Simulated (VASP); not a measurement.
Band structure of ScAgSe2 (space group P-3m1). Level of theory: r2SCAN meta-GGA, VASP's PBE PAW potentials (set 64) (plane waves; VASP).

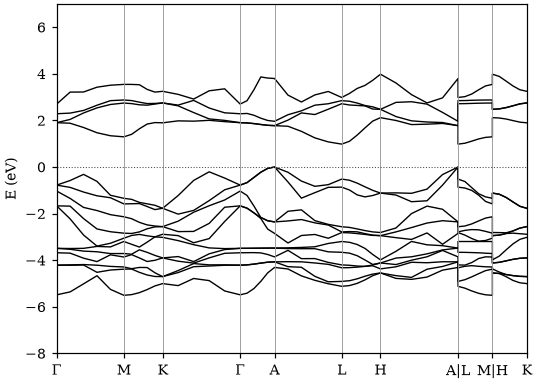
Fig. 1. Bands along high-symmetry lines, zero at the valence-band maximum or, without a gap, the Fermi level

### Question
Read the plot: is there a gap, and where are the band edges?

### Answer
The gap is indirect, 0.98 eV, from the valence maximum at A to the conduction minimum at L.

The structure comes from a computed database's ScAgSe2 entry (P-3m1); how it stands against other phases isn't given here. It was relaxed first.
